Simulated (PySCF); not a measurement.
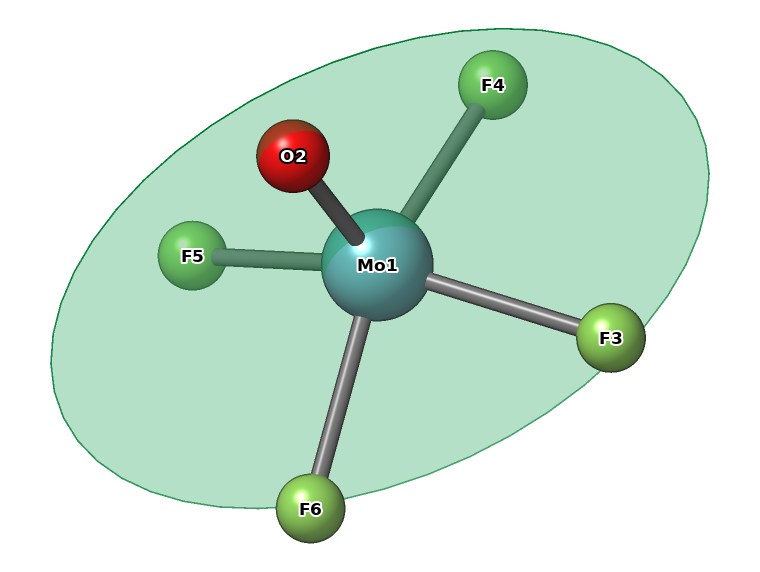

A disc through the centre of mass is drawn in. Distant atoms are faded towards the background colour. Charge 0, singlet. The geometry was computed by an optimisation with PBE0-D3(BJ)/def2-SVP. No frequency run is at hand to confirm it as a minimum.

Is the plane of the disc a mirror plane of the structure?

Yes. The reflection leaves Mo1, O2 in place and moves F3 ↔ F4; F5 ↔ F6. The point group is C4v.
